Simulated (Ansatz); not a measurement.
Input file:

```
crystal:
  periodic: [false, false, false]
  atoms:
    - {symbol: N, position_ang: [-0.843589, -1.921842, 0.156153]}
    - {symbol: B, position_ang: [-0.066022, -1.267641, 1.024552]}
    - {symbol: N, position_ang: [-0.769241, -0.474690, -1.708818]}
    - {symbol: B, position_ang: [-1.476145, -0.792542, -0.505643]}
    - {symbol: N, position_ang: [-2.360224, 0.130721, 0.245699]}
    - {symbol: N, position_ang: [-0.448603, -0.157577, 2.038290]}
    - {symbol: B, position_ang: [-1.649832, 0.198366, 1.326263]}
    - {symbol: N, position_ang: [1.558068, -0.539537, -1.308080]}
    - {symbol: B, position_ang: [0.430706, 0.304470, -1.669225]}
    - {symbol: B, position_ang: [1.601895, -0.306666, 0.007356]}
    - {symbol: N, position_ang: [1.644467, 1.047871, 0.761708]}
    - {symbol: B, position_ang: [0.778192, 0.220022, 1.482931]}
    - {symbol: N, position_ang: [0.497895, 1.776006, -1.498285]}
    - {symbol: B, position_ang: [1.102445, 1.783029, -0.352903]}
basis:
  gaussian: {orbitals: def2-TZVP, fitting: {mean_field: def2-universal-jkfit}, initial_orbitals: start.molden}
hamiltonian: {xc: pbe0, dispersion: d4}
scf: {omitted_lower_state_checks: [starts]}
output: {forces: true, orbitals: {seedname: orbitals}}
```

Launched as:

```sh
ansatz run in.yaml --threads 2 --pin off --events-out ev --progress --plain --max-ram 22528MiB --backend cuda --devices 0, --max-vram 18GiB
```

Geometry: r2SCAN-D4/def2-SVP.

Level of theory: RKS PBE0-D4/def2-TZVP (Ansatz 0.2.0).

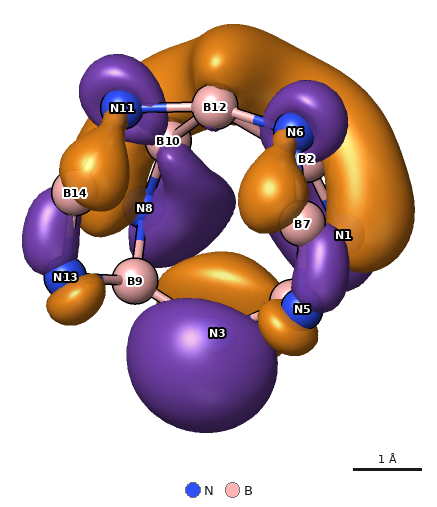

B₇N₇. One frontier orbital at ±0.08 Å⁻³ᐟ² (orange and purple are the two phases), seen at a tilt.

> Which orbital is it: HOMO or LUMO?

The LUMO, at −5.02 eV. Its weight (Hirshfeld) is mainly on N3 (about 35 %), N1 (about 10 %), N8 (about 10 %), B2 (about 10 %) and B10 (about 10 %).
